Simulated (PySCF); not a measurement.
Ge(H)3(Me), SMILES [CH3][GeH3] at its B3LYP/def2-SVP optimised geometry (Å):

```
8

Ge    -0.5272    -0.3918     0.0000
C     -1.2137    -1.3455     1.5787
H     -1.0177     1.0732     0.0000
H     -1.0177    -1.0732    -1.2968
H      1.0177    -0.3918     0.0000
H     -0.8593    -0.8625     2.5016
H     -0.8681    -2.3901     1.5749
H     -2.3139    -1.3403     1.5805
```

Computed with B3LYP/def2-TZVP in PySCF.

Map of the electron localisation function on the plane z = 1.2 Å:

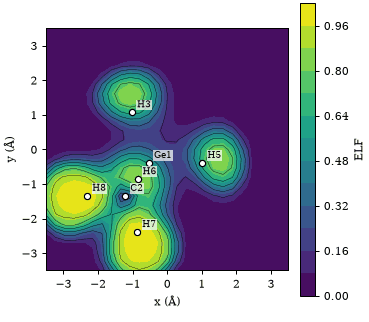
Fig. 1. Electron localisation function on the plane z = 1.2 Å.
